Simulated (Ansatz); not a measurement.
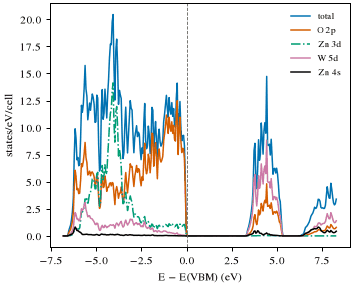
Figure: Total and projected density of states of ZnWO₄ in space group P2/c (No. 13; Zn on 2f, W on 2e, O on 4g, O on 4g), plane-wave PAW r²SCAN (Ansatz code)

Task: Which orbitals carry the states next to the gap?

Result: Top 1 eV of the valence band: O 2p 87 %, Zn 3d 9 %. Bottom 1 eV of the conduction band: W 5d 64 %, O 2p 26 %. Projections are on Löwdin-orthogonalised atomic valence shells; empty p or d shells of many metals are not among them.

Task: Where is the tallest occupied peak in this window, and what makes it?

Result: Near -4.1 eV, about 20 states/eV per cell; the largest projected share is Zn 3d.

The first step of the workflow began from a Materials Project structure, measured or hypothetical; the Crystallography Open Database files this formula in space group No. 13, but the cells were not matched. Its standing as an ambient phase is unchecked. Symmetry was held in the r²SCAN relaxation; whether a distortion lowers the energy is not shown. The run is not spin-polarised. No Hubbard U is applied. Spin–orbit coupling is left out wherever it is not named.

Potentials: the later of the program's two PAW sets.
